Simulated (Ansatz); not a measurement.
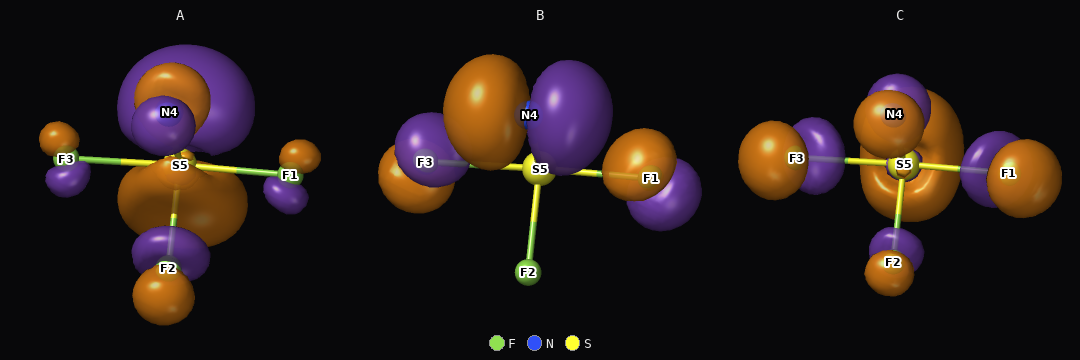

*F3NS (SMILES N#S(F)(F)F) (triplet). Three frontier orbitals at ±0.15 Å⁻³ᐟ² (orange and purple are the two phases), in no order.*

Geometry: B3LYP-D3(BJ)/6-311G**.

These are results of Ansatz 0.2.0, isolated molecule in a Gaussian basis; Kohn-Sham density functional theory, functional PBE0, not measurements.

```xyz
5

F     1.6649    1.3195    2.6014
F     0.6308    1.2790    0.5244
F    -1.5269    1.4980    1.3499
N    -0.2579   -0.0239    2.6047
S     0.0625    1.5412    2.0111
```

**Which picture is the HOMO−1, the HOMO and the LUMO? All are α orbitals.**

B is the HOMO−1 (α) (−10.68 eV). By Hirshfeld shares it lies mainly on N4 (about 60 %), F1 (about 15 %) and F3 (about 15 %). C is the HOMO (α) (−10.08 eV). By Hirshfeld shares it lies mainly on S5 (about 40 %), F1 (about 20 %), F3 (about 20 %) and N4 (about 10 %). A is the LUMO (α) (−2.16 eV). By Hirshfeld shares it lies mainly on S5 (about 65 %), F2 (about 15 %) and N4 (about 10 %).

**What is the gap between the highest occupied and lowest empty α orbitals?**

7.92 eV between the orbital energies.
